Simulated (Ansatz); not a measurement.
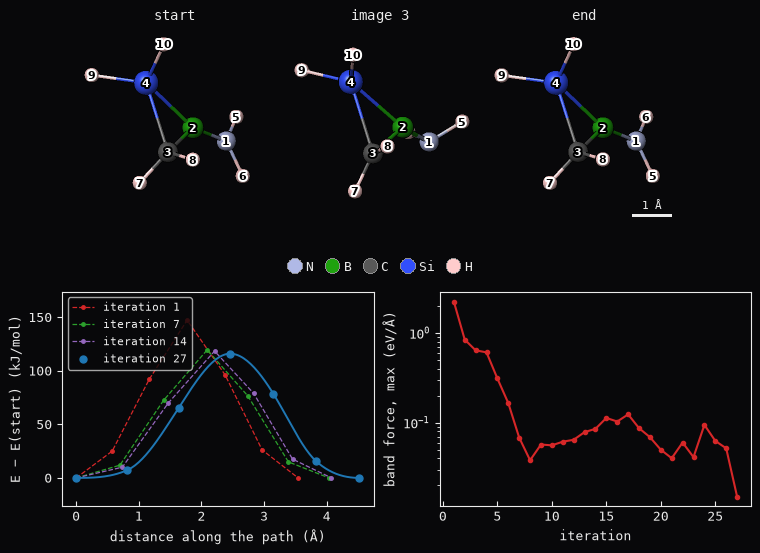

A nudged-elastic-band calculation for CH₆BNSi. Images are numbered from 0 (start) to 6 (end). The plot follows the band through its iterations. A ball-and-stick model, seen from a free direction.

All numbers below come from Ansatz 0.2.0, RKS BHLYP/def2-SVP.

Input file:
```yaml
crystal:
  periodic: [false, false, false]
  atoms:
    - { symbol: "N", position_ang: [-1.542328, 0.46614, -1.030274] }
    - { symbol: B, position_ang: [-0.421048, 0.198729, -0.283493] }
    - { symbol: C, position_ang: [0.394726, -1.035162, 0.223852] }
    - { symbol: Si, position_ang: [1.140534, 0.622877, 0.804342] }
    - { symbol: H, position_ang: [-1.869845, 1.397944, -1.213903] }
    - { symbol: H, position_ang: [-2.107941, -0.257786, -1.442167] }
    - { symbol: H, position_ang: [-0.065273, -1.684888, 0.971822] }
    - { symbol: H, position_ang: [0.957342, -1.613635, -0.512554] }
    - { symbol: H, position_ang: [1.061787, 0.91435, 2.25121] }
    - { symbol: H, position_ang: [2.452047, 0.991442, 0.231177] }
basis:
  gaussian: { orbitals: def2-SVP }
hamiltonian:
  xc: { name: BHLYP }
neb:
  order_check: false
  images: 5
  f_tol: 0.05
  max_iterations: 60
  initial_path: linear
  final_atoms:
    - { symbol: "N", position_ang: [-1.5425466, 0.46610802, -1.03033738] }
    - { symbol: B, position_ang: [-0.42126157, 0.19850078, -0.28374837] }
    - { symbol: C, position_ang: [0.39464997, -1.03510906, 0.22381653] }
    - { symbol: Si, position_ang: [1.14027183, 0.62282619, 0.80422821] }
    - { symbol: H, position_ang: [-2.10807764, -0.25761246, -1.44272158] }
    - { symbol: H, position_ang: [-1.86931454, 1.39839059, -1.21303096] }
    - { symbol: H, position_ang: [-0.06500685, -1.6849627, 0.97189888] }
    - { symbol: H, position_ang: [0.95771455, -1.6134022, -0.51238685] }
    - { symbol: H, position_ang: [1.06172947, 0.91410291, 2.25109232] }
    - { symbol: H, position_ang: [2.45184238, 0.99116891, 0.2312012] }
```

Launched with:
```bash
ansatz run input.yaml --threads 1 --pin off --max-ram 2048MiB --backend cpu --events-out ev --progress --plain --runs-dir out
```

### How did the profile develop, and is the result final?

The run is converged, with reservations. The band converged in 27 iterations. The largest component of the band force went from 2.2 to 0.015 eV/Å. The climbing image converged on the top of the path. Its curvatures weren't checked. The straight starting path can push atoms close together and costs iterations. The first iteration put the highest image at 147.3 kJ/mol. The two ends have the same energy, and the highest point, image 3, lies 116.0 kJ/mol above the start.
